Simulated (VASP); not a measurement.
# BiN with r2SCAN: from relaxation to properties, part 2 of 4

Aim: relax BiN, then compute properties on the relaxed cell. The cell is invented: it takes the structure of a Materials Project entry for GaN (space group 216 there), with some of its atoms replaced by other elements, volume scaled by an estimate. It may not be a known or stable phase.

VASP 6.6.1, plane waves and PAW; the level of theory is named at each step.

Still holding for the runs below: The k-mesh is coarse for a metal.

So far. Step 2 (Full relaxation (r2SCAN)): It ends with forces that vanish by symmetry and a pressure of -0.06 GPa. The relaxed cell has a = 5.502 Å (conventional setting).

## 3. Second relaxation

Level of this step: r2SCAN; plane waves and PAW (Bi_d, N); invented cell (VASP).

A relaxation keeps the plane waves of the cell it began with, so it is repeated from the new cell, on a basis made for it. The mesh changes with the cell too.

INCAR

```
SYSTEM = BiN
PREC = Accurate
ENCUT = 520
EDIFF = 1E-06
NELM = 100
ISMEAR = 0
SIGMA = 0.05
LREAL = .FALSE.
ALGO = Normal
METAGGA = R2SCAN
LASPH = .TRUE.
LORBIT = 11
LWAVE = .FALSE.
LCHARG = .FALSE.
IBRION = 2
NSW = 60
ISIF = 3
EDIFFG = -0.01
```

POSCAR

```
BiN
1.0
    0.0000000000      2.7510541957      2.7510541957
    2.7510541957      0.0000000000      2.7510541957
    2.7510541957      2.7510541957      0.0000000000
Bi N
1 1
Direct
    0.0000000000      0.0000000000      0.0000000000
    0.2500000000      0.2500000000      0.2500000000
```

KPOINTS

```
Automatic mesh
0
Gamma
8 8 8
0 0 0
```

PAW data sets: Bi_d and N (PBE family, release 64).

On the command line:

```sh
> mpirun -np 1 vasp_std
```

Output:

```text
[banner, memory and clock lines left out]
running    1 mpi-ranks, on    1 nodes
 distrk:  each k-point on    1 cores,    1 groups
 distr:  one band on    1 cores,    1 groups

 POSCAR found type information on POSCAR BiN
 POSCAR found :  2 types and       2 ions
 [... a notice as in an earlier step ...]

 LDA part: xc-table for (None), standard interpolation
 POSCAR, INCAR and KPOINTS ok, starting setup
 FFT: planning ... GRIDC
 FFT: planning ... GRID_SOFT
 FFT: planning ... GRID
 WAVECAR not read
 entering main loop
       N       E                     dE             d eps       ncg     rms          rms(c)
DAV:   1     0.108548145274E+03    0.10855E+03   -0.10978E+04   812   0.168E+03
DAV:   2    -0.589020635402E+02   -0.16745E+03   -0.16413E+03   920   0.410E+02
DAV:   3    -0.733898755563E+02   -0.14488E+02   -0.13956E+02   968   0.122E+02
DAV:   4    -0.737430316727E+02   -0.35316E+00   -0.35304E+00   946   0.228E+01
DAV:   5    -0.737537514903E+02   -0.10720E-01   -0.10720E-01  1112   0.357E+00    0.827E+00
DAV:   6    -0.659035391625E+02    0.78502E+01   -0.17256E+01  1166   0.426E+01    0.409E+00
DAV:   7    -0.658720348809E+02    0.31504E-01   -0.19502E+00   884   0.912E+00    0.167E+00
DAV:   8    -0.658538781170E+02    0.18157E-01   -0.16962E-01   952   0.496E+00    0.227E-01
DAV:   9    -0.658552780042E+02   -0.13999E-02   -0.91526E-03  1078   0.848E-01    0.176E-01
DAV:  10    -0.658557261625E+02   -0.44816E-03   -0.36717E-03   986   0.834E-01    0.749E-02
DAV:  11    -0.658555950209E+02    0.13114E-03   -0.31786E-04   974   0.194E-01    0.364E-02
DAV:  12    -0.658556032468E+02   -0.82259E-05   -0.13211E-04   968   0.173E-01    0.968E-03
DAV:  13    -0.658556043946E+02   -0.11478E-05   -0.40700E-06   886   0.198E-02    0.526E-03
DAV:  14    -0.658556045499E+02   -0.15529E-06   -0.15157E-06   580   0.181E-02
   1 F= -.65855605E+02 E0= -.65855180E+02  d E =-.658556E+02
 curvature:   0.00 expect dE= 0.000E+00 dE for cont linesearch  0.000E+00
 trial: gam= 0.00000 g(F)=  0.112E-46 g(S)=  0.438E-02 ort = 0.000E+00 (trialstep = 0.100E+01)
 search vector abs. value=  0.438E-02
 bond charge predicted
       N       E                     dE             d eps       ncg     rms          rms(c)
DAV:   1    -0.659155788072E+02   -0.59974E-01   -0.17235E+00   986   0.243E+01    0.142E+00
DAV:   2    -0.658665767529E+02    0.49002E-01   -0.16681E-01   992   0.552E+00    0.536E-01
DAV:   3    -0.658575193547E+02    0.90574E-02   -0.37824E-02  1216   0.290E+00    0.249E-01
DAV:   4    -0.658559184072E+02    0.16009E-02   -0.90499E-03   986   0.143E+00    0.511E-02
DAV:   5    -0.658560726735E+02   -0.15427E-03   -0.13333E-03   846   0.301E-01    0.451E-02
DAV:   6    -0.658560452450E+02    0.27429E-04   -0.15903E-04  1016   0.143E-01    0.226E-02
DAV:   7    -0.658560327957E+02    0.12449E-04   -0.96886E-05  1138   0.120E-01    0.447E-03
DAV:   8    -0.658560335745E+02   -0.77884E-06   -0.52352E-06   842   0.282E-02
   2 F= -.65856034E+02 E0= -.65855680E+02  d E =-.429025E-03
 trial-energy change:   -0.000429  1 .order   -0.000403   -0.004375    0.003569
 step:   0.5556(harm=  0.5508)  dis= 0.00000  next Energy=   -65.856824 (dE=-0.122E-02)
 bond charge predicted
       N       E                     dE             d eps       ncg     rms          rms(c)
DAV:   1    -0.658686500949E+02   -0.12617E-01   -0.33329E-01   986   0.104E+01    0.637E-01
DAV:   2    -0.658588435967E+02    0.98065E-02   -0.32860E-02   992   0.249E+00    0.238E-01
DAV:   3    -0.658570589407E+02    0.17847E-02   -0.73568E-03  1224   0.131E+00    0.110E-01
DAV:   4    -0.658567667287E+02    0.29221E-03   -0.17069E-03   986   0.626E-01    0.223E-02
DAV:   5    -0.658568119020E+02   -0.45173E-04   -0.26277E-04   846   0.127E-01    0.202E-02
DAV:   6    -0.658568053422E+02    0.65597E-05   -0.32967E-05  1014   0.623E-02    0.952E-03
DAV:   7    -0.658568011093E+02    0.42330E-05   -0.18478E-05  1112   0.516E-02    0.226E-03
DAV:   8    -0.658568010188E+02    0.90474E-07   -0.89525E-07   418   0.126E-02
   3 F= -.65856801E+02 E0= -.65856418E+02  d E =-.119647E-02
 curvature:  -0.28 expect dE=-0.147E-06 dE for cont linesearch -0.147E-06
 trial: gam=-0.01093 g(F)=  0.635E-47 g(S)=  0.535E-06 ort = 0.484E-04 (trialstep = 0.911E+00)
 search vector abs. value=  0.165E-09
 reached required accuracy - stopping structural energy minimisation
```

It took 86 s on 1 MPI rank of Intel Xeon 6975P-C (Granite Rapids), shared host; peak memory 0.18 GiB.

Parts of OUTCAR (step 3):

```text
  LATTYP: Found a face centered cubic cell.
 ALAT       =     5.5021083914

The static configuration has the point symmetry T_d .

 Found     29 irreducible k-points:

   k-points           NKPTS =     29   k-points in BZ     NKDIM =     29   number of bands    NBANDS=     14

   dimension x,y,z NGX =    30 NGY =   30 NGZ =   30
   dimension x,y,z NGXF=    60 NGYF=   60 NGZF=   60

   ENCUT  =  520.0 eV  38.22 Ry    6.18 a.u.   7.23  7.23  7.23*2*pi/ulx,y,z

   NELECT =      20.0000    total number of electrons

 E-fermi :   6.4512

 k-point     1 :       0.0000    0.0000    0.0000
  band No.  band energies     occupation
    ...
      6     -10.4029      2.00000
      7      -1.0836      2.00000
      8       4.1875      2.00000
      9       4.1875      2.00000
     10       4.1875      2.00000
     11       9.5387      0.00000
     12       9.5387      0.00000
     13       9.5387      0.00000
     14      13.0948      0.00000

 k-point     2 :       0.1250    0.0000    0.0000
  band No.  band energies     occupation
    ...
      6     -10.2303      2.00000
      7      -1.4870      2.00000
      8       4.0351      2.00000
      9       4.0351      2.00000
     10       4.1460      2.00000
     11       8.9617      0.00000
     12       9.7277      0.00000
     13       9.7277      0.00000
     14      14.2948      0.00000

  Total        0.0027179      0.0027179      0.0027179      0.0000000      0.0000000     -0.0000000
  in kB        0.1035464      0.1035464      0.1035464      0.0000000      0.0000000     -0.0000000
  external PRESSURE =       0.1035464 kB  Pullay stress =       0.0000000 kB

  energy-cutoff  :      520.00
  volume of cell :       42.05
      direct lattice vectors                 reciprocal lattice vectors
     0.000000000  2.760119396  2.760119396    -0.181151584  0.181151584  0.181151584
     2.760119396  0.000000000  2.760119396     0.181151584 -0.181151584  0.181151584
     2.760119396  2.760119396 -0.000000000     0.181151584  0.181151584 -0.181151584

 POSITION                                       TOTAL-FORCE (eV/Angst)
 -----------------------------------------------------------------------------------
      0.00000      0.00000      0.00000         0.000000      0.000000      0.000000
      1.38006      1.38006      1.38006        -0.000000     -0.000000     -0.000000
 -----------------------------------------------------------------------------------
    total drift:                                0.000000      0.000000      0.000000

  FREE ENERGIE OF THE ION-ELECTRON SYSTEM (eV)
  ---------------------------------------------------
  free  energy   TOTEN  =       -65.8568010188 eV

  energy  without entropy=      -65.8560349540  energy(sigma->0) =      -65.85641799

 total charge
# of ion       s       p       d       tot
------------------------------------------
    1        1.575   1.071   9.967  12.613
    2        1.331   2.249   0.000   3.581
--------------------------------------------------
tot          2.907   3.320   9.967  16.194

[... 2 parts as in an earlier step ...]

[... 7 further parts left out ...]
```

CONTCAR:

```
BiN
   1.00000000000000
     0.0000000000000000    2.7601193960990345    2.7601193960990345
     2.7601193960990345    0.0000000000000000    2.7601193960990345
     2.7601193960990345    2.7601193960990345   -0.0000000000000000
  Bi              N
     1     1
Direct
     0.0000000000000000    0.0000000000000000    0.0000000000000000
     0.2500000000000000    0.2500000000000000    0.2500000000000000
```

Step by step:

```tsv
step	energy less that of the first step (eV)	largest force (eV/Å)	pressure (GPa)	volume (Å³)
1	0.0000	0.0000	0.95	41.64
2	-0.0004	0.0000	-0.76	42.39
3	-0.0012	0.0000	0.01	42.05
```

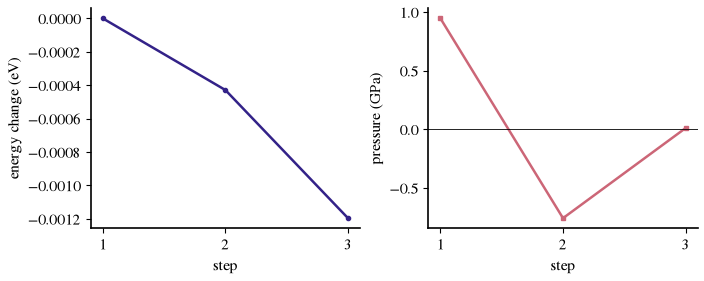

Energy and pressure along the relaxation.

```tsv
conventional cell, symmetrised	before	after	change
a (Å)	5.502	5.520	+0.3 %
b (Å)	5.502	5.520	+0.3 %
c (Å)	5.502	5.520	+0.3 %
volume (Å³/atom)	20.82	21.03	+1.0 %
```

The relaxed structure:

```
Bi N
1.0
     0.00000    2.76012    2.76012
     2.76012    0.00000    2.76012
     2.76012    2.76012    0.00000
Bi N
1 1
Cartesian
  0.0000 0.0000 0.0000
  1.3801 1.3801 1.3801
```

This step gave:

```yaml
irreducible_k_points: 29
free_energy_toten: -65.8568 eV
energy_at_zero_smearing: -65.8564 eV
fermi_energy: 6.451 eV
pressure: 0.01035 GPa
scf_cycles_over_all_ionic_steps: 30
```

It ends with forces that vanish by symmetry and a pressure of 0.01 GPa.

## 4. Density, ELF and potential (r2SCAN)

A single point on the relaxed cell gives a clean self-consistent state, with density, ELF and potential written out.

Edit INCAR of step 3 so:

```diff
@@ -13,6 +13,5 @@
 LWAVE = .FALSE.
-LCHARG = .FALSE.
-IBRION = 2
-NSW = 60
-ISIF = 3
-EDIFFG = -0.01
+LCHARG = .TRUE.
+ISIF = 2
+LELF = .TRUE.
+LVHAR = .TRUE.
```

POSCAR

```
BiN
1.0
    0.0000000000      2.7601193961      2.7601193961
    2.7601193961      0.0000000000      2.7601193961
    2.7601193961      2.7601193961      0.0000000000
Bi N
1 1
Direct
    0.0000000000      0.0000000000      0.0000000000
    0.2500000000      0.2500000000      0.2500000000
```

KPOINTS is that of step 3.

On the command line:

```sh
> mpirun -np 1 vasp_std
```

Output:

```text
[... set-up lines as in an earlier step ...]
 entering main loop
       N       E                     dE             d eps       ncg     rms          rms(c)
DAV:   1     0.112475312380E+03    0.11248E+03   -0.11152E+04   820   0.168E+03
DAV:   2    -0.590498533406E+02   -0.17153E+03   -0.16753E+03   884   0.427E+02
DAV:   3    -0.733924499168E+02   -0.14343E+02   -0.14008E+02   980   0.122E+02
DAV:   4    -0.737442431771E+02   -0.35179E+00   -0.35150E+00   886   0.223E+01
DAV:   5    -0.737578652893E+02   -0.13622E-01   -0.13622E-01  1212   0.395E+00    0.826E+00
DAV:   6    -0.659144184395E+02    0.78434E+01   -0.17475E+01  1158   0.426E+01    0.415E+00
DAV:   7    -0.658745487749E+02    0.39870E-01   -0.20408E+00   886   0.918E+00    0.167E+00
DAV:   8    -0.658551146440E+02    0.19434E-01   -0.17082E-01   934   0.492E+00    0.226E-01
DAV:   9    -0.658568352584E+02   -0.17206E-02   -0.94062E-03  1056   0.821E-01    0.177E-01
DAV:  10    -0.658573316161E+02   -0.49636E-03   -0.38776E-03   980   0.831E-01    0.789E-02
DAV:  11    -0.658571837641E+02    0.14785E-03   -0.33650E-04   974   0.189E-01    0.383E-02
DAV:  12    -0.658571873118E+02   -0.35478E-05   -0.15497E-04   986   0.178E-01    0.107E-02
DAV:  13    -0.658571886730E+02   -0.13612E-05   -0.42200E-06   848   0.205E-02    0.595E-03
DAV:  14    -0.658571887998E+02   -0.12678E-06   -0.16961E-06   622   0.198E-02
   1 F= -.65857189E+02 E0= -.65856806E+02  d E =-.766380E-03
```

Elapsed: 37 s, on 1 MPI rank; peak memory 0.17 GiB.

Parts of OUTCAR (step 4):

```text
  LATTYP: Found a face centered cubic cell.
 ALAT       =     5.5202387922

The static configuration has the point symmetry T_d .

 Found     29 irreducible k-points:

   ENCUT  =  520.0 eV  38.22 Ry    6.18 a.u.   7.26  7.26  7.26*2*pi/ulx,y,z

   NELECT =      20.0000    total number of electrons

 E-fermi :   6.4510

 k-point     1 :       0.0000    0.0000    0.0000
  band No.  band energies     occupation
    ...
      6     -10.4031      2.00000
      7      -1.0839      2.00000
      8       4.1873      2.00000
      9       4.1873      2.00000
     10       4.1873      2.00000
     11       9.5385      0.00000
     12       9.5385      0.00000
     13       9.5385      0.00000
     14      13.0947      0.00000

 k-point     2 :       0.1250    0.0000    0.0000
  band No.  band energies     occupation
    ...
      6     -10.2306      2.00000
      7      -1.4873      2.00000
      8       4.0349      2.00000
      9       4.0349      2.00000
     10       4.1458      2.00000
     11       8.9615      0.00000
     12       9.7275      0.00000
     13       9.7275      0.00000
     14      14.2947      0.00000

  Total        0.0026834      0.0026834      0.0026834     -0.0000000     -0.0000000      0.0000000
  in kB        0.1022316      0.1022316      0.1022316     -0.0000000     -0.0000000      0.0000000
  external PRESSURE =       0.1022316 kB  Pullay stress =       0.0000000 kB

  energy-cutoff  :      520.00
  volume of cell :       42.05
      direct lattice vectors                 reciprocal lattice vectors
     0.000000000  2.760119396  2.760119396    -0.181151584  0.181151584  0.181151584
     2.760119396  0.000000000  2.760119396     0.181151584 -0.181151584  0.181151584
     2.760119396  2.760119396  0.000000000     0.181151584  0.181151584 -0.181151584

  FREE ENERGIE OF THE ION-ELECTRON SYSTEM (eV)
  ---------------------------------------------------
  free  energy   TOTEN  =       -65.8571887998 eV

  energy  without entropy=      -65.8564224194  energy(sigma->0) =      -65.85680561

 total charge
# of ion       s       p       d       tot
------------------------------------------
    1        1.575   1.071   9.967  12.613
    2        1.331   2.250   0.000   3.581
--------------------------------------------------
tot          2.906   3.321   9.967  16.194

[... 5 parts as in an earlier step ...]

[... 6 further parts left out ...]
```

Numbers from this step:

```yaml
scf_cycles: 14
free_energy_toten: -65.8572 eV
energy_at_zero_smearing: -65.8568 eV
pressure: 0.01022 GPa
```

Valence electrons inside each PAW sphere by angular momentum. Sphere charges, by row:

```tsv
atom	s (e)	p (e)	d (e)	tot (e)
Bi1	1.575	1.071	9.967	12.61
N2	1.331	2.25	0	3.581
```

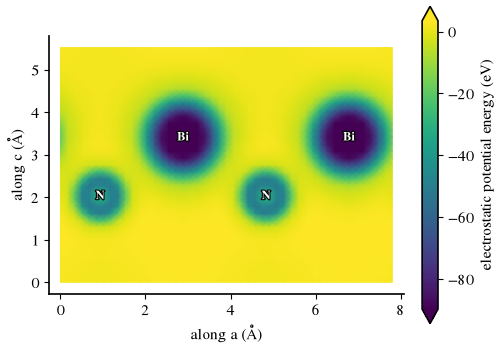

Electrostatic potential energy in the ac plane of a cell with a along [110], b along [-110] and c along [001] of the cube at fractional y = 0.000, with atoms of Bi and N within 0.2 Å of it. With pseudopotentials it is smooth inside the atoms' cores, unlike the true potential. The map starts off the cell's origin, so that atoms lie inside it.

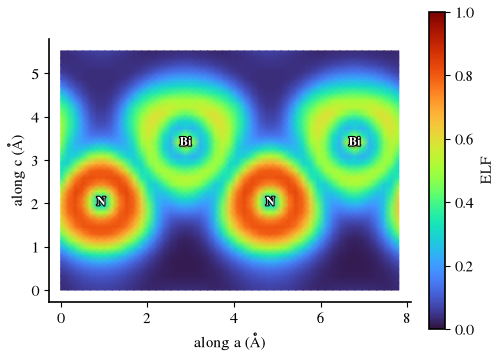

ELF in the ac plane of a cell with a along [110], b along [-110] and c along [001] of the cube at fractional y = 0.000, with atoms of Bi and N within 0.2 Å of it. It is the smooth field of the valence electrons, not physical close to the nuclei. The map starts off the cell's origin, so that atoms lie inside it.

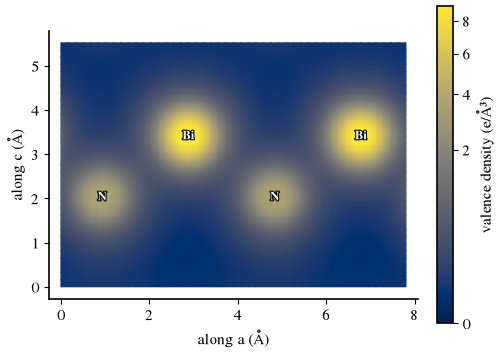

Valence density in the ac plane of a cell with a along [110], b along [-110] and c along [001] of the cube at fractional y = 0.000, with atoms of Bi and N within 0.2 Å of it. It is the smooth field of the valence electrons, not physical close to the nuclei. The map starts off the cell's origin, so that atoms lie inside it. The colour scale is stretched toward low values.

In this run the pressure is 0.01 GPa, small enough to go on.

## 5. Band structure (r2SCAN)

The mesh alone shows little of the dispersion and can miss band extrema, so KPOINTS_OPT adds a path through the symmetry points after the self-consistent cycle.

Edit INCAR of step 4 so:

```diff
@@ -13,5 +13,2 @@
 LWAVE = .FALSE.
-LCHARG = .TRUE.
-ISIF = 2
-LELF = .TRUE.
-LVHAR = .TRUE.
+LCHARG = .FALSE.
```

POSCAR is that of step 4.

KPOINTS is that of step 4.

KPOINTS_OPT

```
Line mode
16
Line-mode
Reciprocal
  0.00000000   0.00000000   0.00000000 GAMMA
  0.50000000   0.00000000   0.50000000 X

  0.50000000   0.00000000   0.50000000 X
  0.50000000   0.25000000   0.75000000 W

  0.50000000   0.25000000   0.75000000 W
  0.37500000   0.37500000   0.75000000 K

  0.37500000   0.37500000   0.75000000 K
  0.00000000   0.00000000   0.00000000 GAMMA

  0.00000000   0.00000000   0.00000000 GAMMA
  0.50000000   0.50000000   0.50000000 L

  0.50000000   0.50000000   0.50000000 L
  0.62500000   0.25000000   0.62500000 U

  0.62500000   0.25000000   0.62500000 U
  0.50000000   0.25000000   0.75000000 W

  0.50000000   0.25000000   0.75000000 W
  0.50000000   0.50000000   0.50000000 L

  0.50000000   0.50000000   0.50000000 L
  0.37500000   0.37500000   0.75000000 K

  0.62500000   0.25000000   0.62500000 U
  0.50000000   0.00000000   0.50000000 X
```

On the command line:

```sh
> mpirun -np 1 vasp_std
```

Output:

```text
[... set-up lines as in an earlier step ...]
 entering main loop
       N       E                     dE             d eps       ncg     rms          rms(c)
[... 14 cycles as in an earlier step ...]
   1 F= -.65857189E+02 E0= -.65856806E+02  d E =-.766380E-03
 Start KPOINTS_OPT (optional k-point list driver)
k-point batch [1-29\160]
       N       E                     dE             ncg
DAV:   1    -0.713568920328E+02   -0.15557E+05      812
DAV:   2    -0.479829822579E+04   -0.47269E+04      968
DAV:   3    -0.514159419258E+04   -0.34330E+03      956
DAV:   4    -0.515004107334E+04   -0.84469E+01      902
DAV:   5    -0.515038526207E+04   -0.34419E+00     1080
DAV:   6    -0.515039485738E+04   -0.95953E-02      992
DAV:   7    -0.515039497877E+04   -0.12139E-03     1068
DAV:   8    -0.515039498029E+04   -0.15106E-05      626
DAV:   9    -0.515039498056E+04   -0.27016E-06      448
[...]
k-point batch [146-160\160]
       N       E                     dE             ncg
DAV:   1     0.100665872841E+05   -0.11156E+05      420
DAV:   2     0.767810374243E+04   -0.23885E+04      528
DAV:   3     0.751954419290E+04   -0.15856E+03      498
DAV:   4     0.751568657162E+04   -0.38576E+01      472
DAV:   5     0.751550640893E+04   -0.18016E+00      584
DAV:   6     0.751550471722E+04   -0.16917E-02      484
DAV:   7     0.751550465128E+04   -0.65942E-04      584
DAV:   8     0.751550465090E+04   -0.37776E-06      324
```

Wall time 2.1 min (1 MPI rank); peak memory 0.18 GiB.

Parts of OUTCAR (step 5):

```text
   NELECT =      20.0000    total number of electrons

 E-fermi :   6.4510

[... 20 parts as in an earlier step ...]

[... 2 further parts left out ...]
```

Spin-orbit coupling is off here; with elements this heavy it splits and shifts levels by tenths of an eV or more.

The electronic bands at the labelled points (eV, zero at the Fermi level; # counts the bands kept):

```tsv
point	#1	#2	#3	#4	#5	#6
Γ	-7.53	-2.26	-2.26	-2.26	3.09	3.09
X	-11.26	-4.39	-4.39	-0.81	-0.38	5.79
W	-11.21	-5.03	-4.85	0.31	2.12	2.41
K	-11.15	-5.32	-4.02	-0.52	1.21	4.30
Γ	-7.53	-2.26	-2.26	-2.26	3.09	3.09
L	-10.63	-3.13	-3.13	-3.09	3.11	3.86
U	-11.15	-5.32	-4.02	-0.52	1.21	4.30
W	-11.21	-5.03	-4.85	0.31	2.12	2.41
L	-10.63	-3.13	-3.13	-3.09	3.11	3.86
K	-11.15	-5.32	-4.02	-0.52	1.21	4.30
jump to U	-11.15	-5.32	-4.02	-0.52	1.21	4.30
X	-11.26	-4.39	-4.39	-0.81	-0.38	5.79
```

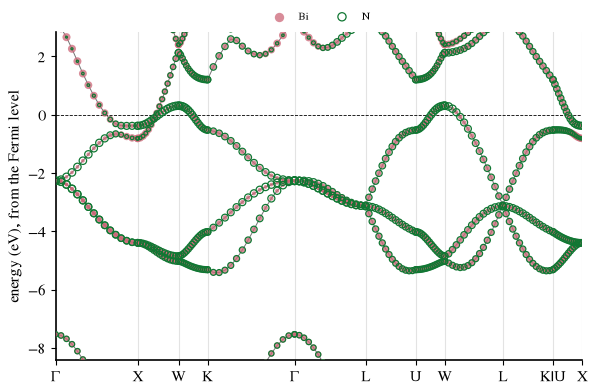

Electronic bands along the path; dots are coloured as in the legend, and their area grows with the weight.

There is no gap at this level.

(Continued in part 3 of 4.)

[Lines on the potential files, build, host, timing and source positions are cut from VASP's logs without a mark.]

[Logs are printed without paths, hosts, clocks, repeated set-up lines and the standing remarks that a program may print on its own settings, such as how far it seeks lower states.]

[Hosts, paths, dates, database ids (printed as entryN), source tags and the programs' standing remarks are cut or masked in the printed files.]

[A measured line is paired with the nearest computed mode of its activity, which favours agreement.]
